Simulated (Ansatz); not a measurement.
# Redistribution: C2H3F + CH3I → C2H2FI + CH4

Species: C2H3F `C=CF`, singlet; CH3I (methyl iodide) `CI`, singlet; C2H2FI `C=C(F)I`, singlet; CH4 (methane) `C`, singlet. The partners trade H for I; both sit on C, so the bond types are kept.

Shapes, held fixed at every level: PBE0-D4/def2-TZVP. Programs: Ansatz 0.2.0. The zero-point and thermal change to 298 K, harmonic and unscaled (PBE0-D4/def2-TZVP), is -3.2 kJ/mol.

```tsv
level	kind	ΔH(298 K) (kJ/mol)	less CCSD(T)/def2-TZVPP	CPU time (sum over the molecules)
HF/def2-SVP	Hartree–Fock	+19.3	+20.1	–
r2SCAN-D4/def2-TZVPP	meta-GGA	-8.4	-7.6	17 s
B3LYP-D4/def2-TZVPP	global hybrid	-3.6	-2.8	14 s
wB97M-V/def2-TZVPP	range-separated hybrid	-1.7	-0.9	34 s
B2PLYP/def2-TZVPP	double hybrid	-1.0	-0.2	18 s
MP2/def2-SVP	perturbation theory	-5.3	-4.5	–
CCSD(T)/def2-SVP	coupled cluster or CI	-1.5	-0.7	12 s
CCSD(T)/def2-TZVPP	coupled cluster or CI	-0.8	0.0	2.5 min
```

The highest level, CCSD(T)/def2-TZVPP, gives ΔH(298 K) = -0.8 kJ/mol; the levels span -8.4 to +19.3. That is about zero within the method's error. They disagree on the sign: 1 of 8 are positive. The column of differences is taken from that level and isn't an error. No measured value is set beside it here. For atoms past krypton def2 sets carry core potentials with scalar relativity. Correlated rows may include outer-core shells of I, which these sets cover unevenly. Times are processor times on shared x86 and Arm servers, and rough.

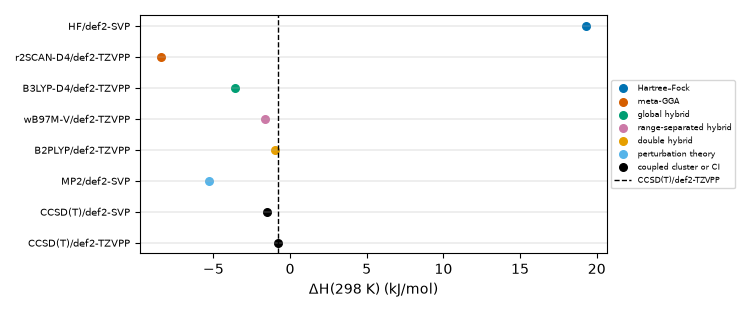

The values of the table, level by level.
